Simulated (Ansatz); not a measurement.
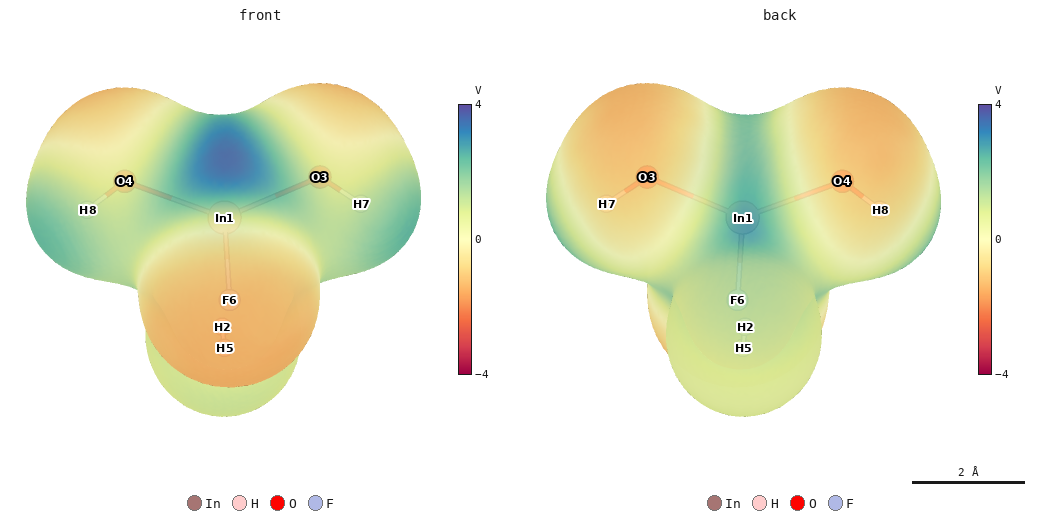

The picture shows: FH2InO2···H2. The molecular electrostatic potential painted on the density surface at 0.002 e/bohr³, seen from the front and from behind; red is negative and blue positive.

The product side of a reaction path; geometry: PBE0-D4/def2-TZVP; core potentials replace the inner electrons of In.

The calculation used Ansatz 0.2.0, RKS PBE0-D4/def2-TZVPP.

```xyz
8

In   -0.5666    0.2360   -0.1684
H     1.7973   -1.0122    0.3875
O    -0.1748    0.4038   -2.0797
O    -1.6499   -1.1400    0.7079
H     1.8425   -0.3671    0.7701
F     0.1187    1.6623    0.9843
H     0.3501    1.1903   -2.2543
H    -1.7174   -0.9731    1.6525
```

**Where is the surface potential most negative and most positive?**

The most negative region (about −1.5 V) lies over F6, the most positive (about +3.5 V) over In1.
